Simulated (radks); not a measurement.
# Co⁴⁺ in [Ne] 3s1 3p6 3d5 4s1: an all-electron calculation

Wanted: eigenvalues, radial structure and energy terms of the cobalt ion Co4+.

Method: Dirac Kohn-Sham, exchange-only PBE, spin-unpolarised, spherical densities, point nucleus; open shells are shared between the two j in proportion to 2j + 1. Code: radks (a radial shooting solver on a logarithmic mesh, Libxc functionals) version 1.

## (1) What is computed

* element: cobalt (Z = 27)
* charge: +4
* electrons: 23
* configuration: [Ne] 3s1 3p6 3d5 4s1

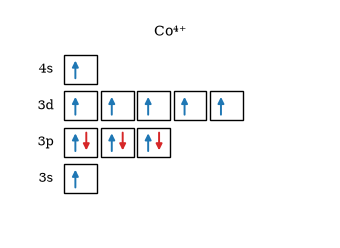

Outer shells as boxes.

## (2) The run

The run's settings:

```text
Z 27
configuration [Ne] 3s1 3p6 3d5 4s1
relativity Dirac
functional pbe,
spin unpolarised
j_filling average
nucleus point
c 137.035999084
```

Started as:

```sh
$ python run_ks.py task.json out
```

The same process makes all the runs of this session.

Q: Predict the outcome of this run.

As calculated:

```
                        quantity                   value
                    total energy     -1383.40832 hartree
exchange-correlation share of it                  4.03 %
                            −T/E                  1.0158
          highest occupied level       4s1/2, -47.922 eV
    most extended occupied level  4s1/2, <r> = 1.97 bohr
 radius at density 0.001 e/bohr³               3.14 bohr
    maxima of the radial density                       3
```

4 principal shells are occupied and 3 maxima appear in the radial density; where shells overlap, one shows as a shoulder or not at all. Relativity lifts −T/E to 1.016. This is not the tabulated ground configuration, so its levels and sizes aren't those of the ground state, and no measured value stands beside it.
